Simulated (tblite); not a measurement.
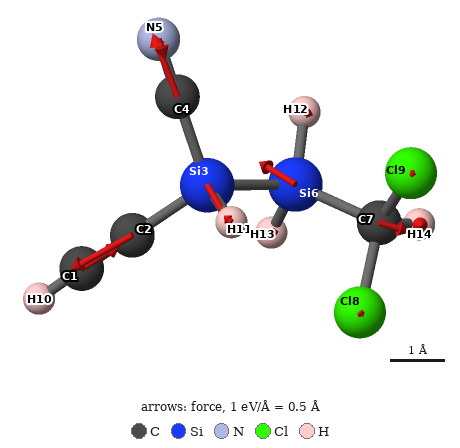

Starting geometry of C$_{4}$H$_{5}$Cl$_{2}$NSi$_{2}$ with the computed forces as red arrows. Style: ball-and-stick. Shown at a tilt.

Level of theory: GFN2-xTB geometry optimisation, gas phase in tblite 0.8.0. 

Is this structure relaxed? If not, where do the atoms go?

Answer. It isn't relaxed: the largest force vector, on C2, is 2.83 eV/Å. The final displacements have little in common with the starting forces (cosine between the two patterns 0.23). H13 moves most after the best rigid fit: 0.32 Å. By element the largest moves are H 0.32 Å, C 0.17 Å, N 0.15 Å, Si 0.11 Å, Cl 0.11 Å. Some distances before and after: Si6–C7 1.845 → 1.931 Å, Si3–C4 1.798 → 1.875 Å, Si3–Si6 2.250 → 2.324 Å, C2–Si3 1.813 → 1.851 Å. Bond angles that change, for instance: Si3–Si6–H13 105.6° → 114.8°, C7–Si6–H12 113.2° → 104.3°, Si6–Si3–H11 110.4° → 118.9°. The energy falls by 0.379 eV in 58 geometry steps.
